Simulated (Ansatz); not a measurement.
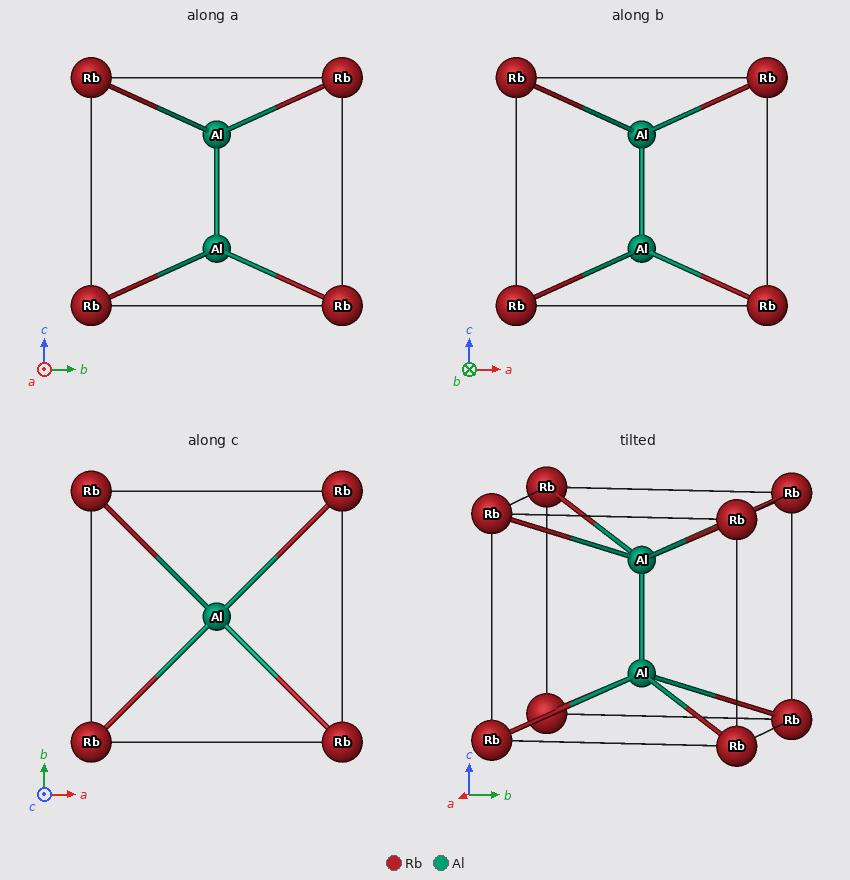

An orthographic ball-and-stick view of the structure, along the a axis, along the b axis, along the c axis and slightly off an axis. Thin lines show the conventional unit cell, with boundary atoms drawn in all their periodic places.

Lattice parameters: a = 5.3046 Å, b = 5.3046 Å, c = 4.8175 Å, α = 90.000°, β = 90.000°, γ = 90.000°.

Reconstruct the structure as a CIF in P1 with every atom of the cell.

```cif
data_structure
_symmetry_space_group_name_H-M 'P 1'
_symmetry_Int_Tables_number 1
_cell_length_a 5.3046
_cell_length_b 5.3046
_cell_length_c 4.8175
_cell_angle_alpha 90.000
_cell_angle_beta 90.000
_cell_angle_gamma 90.000
_cell_volume 135.56
loop_
_atom_site_label
_atom_site_type_symbol
_atom_site_fract_x
_atom_site_fract_y
_atom_site_fract_z
_atom_site_occupancy
Rb1 Rb 0.0000 0.0000 0.0000 1
Al1 Al 0.5000 0.5000 0.7501 1
Al2 Al 0.5000 0.5000 0.2499 1
```

The model was built from a random cell made by a generator, so it need not be a real form of the compound. Earlier steps of the study may have refined or changed the cell and positions. An electronic-structure calculation with Ansatz was run on it.
